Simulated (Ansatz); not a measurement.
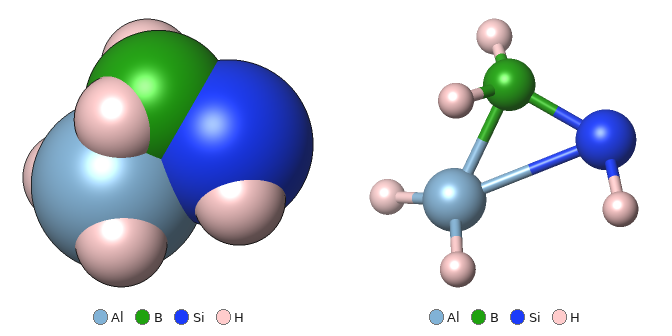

The same structure drawn twice, from different directions.

The species is neutral and a spin doublet. The computed structure is the end point of a PBE0-D4/def2-TZVP optimisation. No frequency run is at hand to confirm it as a minimum.

> Count the atoms of each element.

AlBH5Si, 8 atoms: 1 aluminium, 1 boron, 5 hydrogen and 1 silicon.

> How many sets of symmetry-equivalent atoms are there?

8: 1 Al, 1 B, 1 Si, 1 H, 1 H, 1 H, 1 H, 1 H.

> Count the bonded pairs by element.

2 Al–H, 2 B–H, 1 Al–B, 1 B–Si, 1 Si–H, 1 Al–Si. Sticks follow a distance rule.

> Which point group does it belong to?

C1.

More results for the same structure follow; atom numbers are the same in all pictures, views and colours differ.

### Shape

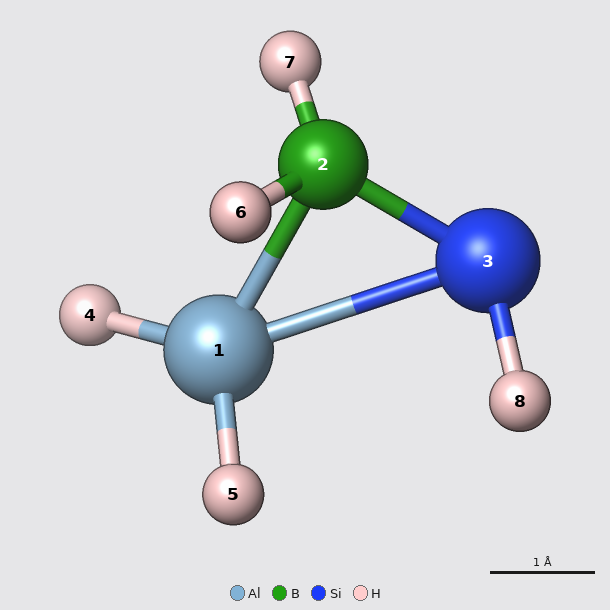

The atoms are numbered. No frequency run is at hand to confirm it as a minimum.

What are the angles Al1–B2–H7, Al1–Si3–B2, Al1–Si3–H8, B2–Al1–Si3, B2–Al1–H4, B2–Al1–H5, B2–Si3–H8, Si3–Al1–H5, Si3–B2–H6, Si3–B2–H7, H4–Al1–H5, H6–B2–H7?

| angle | degrees |
| --- | --- |
| Al1–B2–H7 | 114.9 |
| Al1–Si3–B2 | 51.2 |
| Al1–Si3–H8 | 87.7 |
| B2–Al1–Si3 | 42.4 |
| B2–Al1–H4 | 111.7 |
| B2–Al1–H5 | 123.3 |
| B2–Si3–H8 | 124.3 |
| Si3–Al1–H5 | 97.6 |
| Si3–B2–H6 | 118.2 |
| Si3–B2–H7 | 124.2 |
| H4–Al1–H5 | 121.8 |
| H6–B2–H7 | 117.5 |

### Electronic properties

No frequency run is at hand to confirm it as a minimum. Properties computed with UKS PBE0-D4/def2-TZVPP (Ansatz 0.2.0).

What does the calculation give?

- HOMO energy (Kohn–Sham orbital): −6.78 eV
- ⟨S²⟩ of the determinant: 0.759
- dispersion correction: −13.7 kJ/mol

### Charges

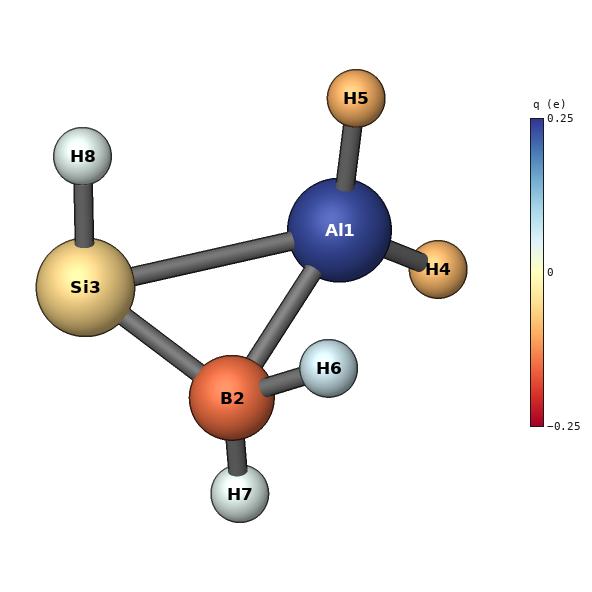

Atoms are coloured by their Mulliken charges. No frequency run is at hand to confirm it as a minimum. Level of theory: UKS PBE0-D4/def2-TZVP (Ansatz 0.2.0).

> Which atom carries the highest charge (most positive or least negative)?

Al1 (0.23 e).

> And the lowest?

B2 (−0.15 e).

Give the Mulliken charges atom by atom.

| atom | value (e) |
| --- | --- |
| Al1 | 0.23 |
| B2 | −0.15 |
| Si3 | −0.05 |
| H4 | −0.09 |
| H5 | −0.09 |
| H6 | 0.06 |
| H7 | 0.04 |
| H8 | 0.04 |

### Dipole moment

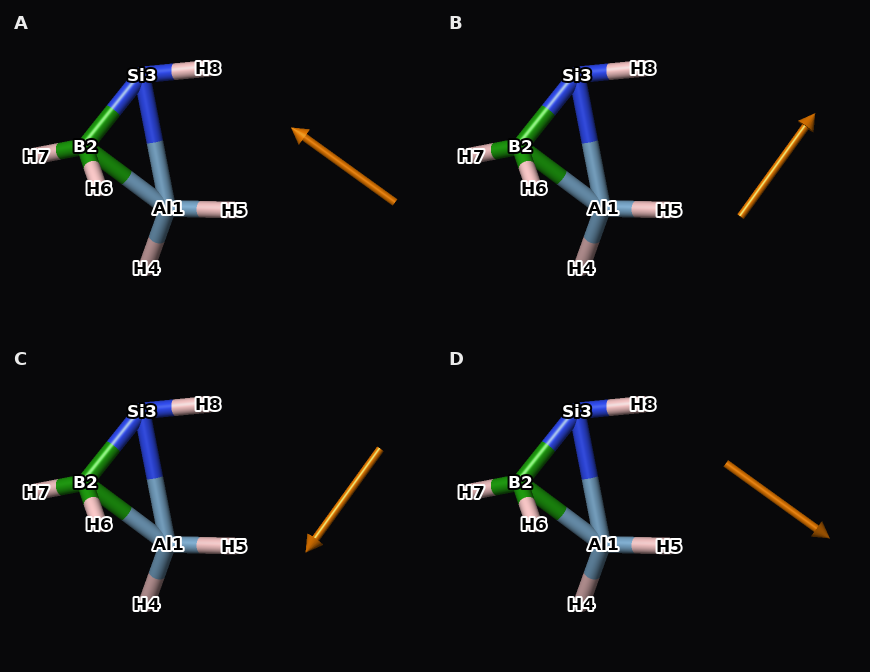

The same molecule four times, each with an arrow. No frequency run is at hand to confirm it as a minimum. Method: UKS PBE0-D4/def2-TZVP (Ansatz 0.2.0).

> Which arrow points along the dipole moment, from the negative to the positive end?

B. The dipole moment is 0.96 D; it points from the side of H4 to the side of H8 (the outermost atoms at the two ends).

Mulliken values depend strongly on the basis set and can even reverse the polarity of a bond.
